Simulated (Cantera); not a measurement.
Feed: 1 mol B, a varied amount of H2O, 89 mol N2, held at 1998 K and 133 Pa.

These are equilibrium values from Cantera (NASA tables, ideal gas, pure condensed phases), not measurements of a reactor. Candidate condensed phases: B, BN, B2O3, B3O3H3, H2O; 39 gas species. Rates play no part.

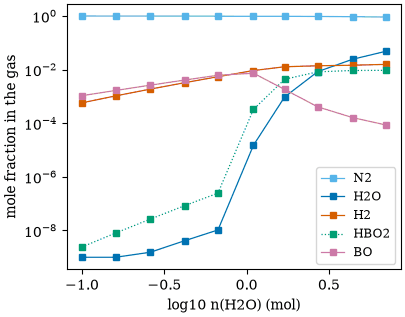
*Equilibrium gas composition (values under 1e-9 drawn at 1e-9)*

Question: Read off the mole fractions at 0.42 mol H2O.

Answer: N2 about 0.99, BO about 0.0041, H2 about 0.0033, HBO2 about 8.4e-8.
